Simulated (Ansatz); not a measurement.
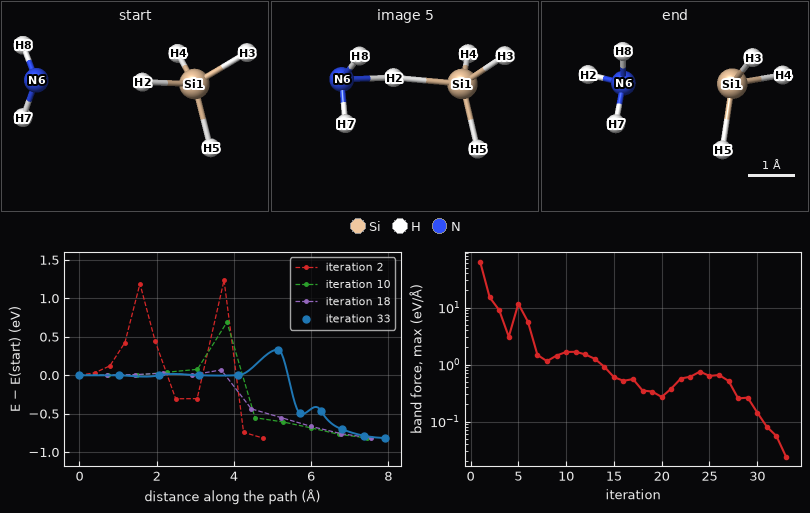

NEB run on SiNH6 (multiplicity 2), made up at the start of SiH$_{4}$ and NH2. Images are numbered from 0 (start) to 10 (end). The plot follows the band through its iterations. A ball-and-stick model, seen at a tilt.

Method: Ansatz, UKS BHLYP-D4/def2-SVP. Settings: 9 movable images; climbing image; force threshold 0.03 eV/Å; iteration limit 56; starting path through a guess of the saddle point.

> Did the band converge, and can the barrier be trusted?

The run is converged, with reservations. The band converged in 33 iterations. The largest component of the band force went from 64 to 0.024 eV/Å. The climbing image converged on the top of the path. Its vibrational analysis gives one imaginary mode (1430i cm⁻¹), as a transition state must have. The first iteration put the highest image at 10.90 eV. The highest point, image 5, lies 0.33 eV above the start and 1.15 eV above the end; the end is at −0.81 eV relative to the start.

Limits of the set-up: the start holds two separate molecules, 2.6 Å apart at their closest, whose relative position is a soft coordinate.
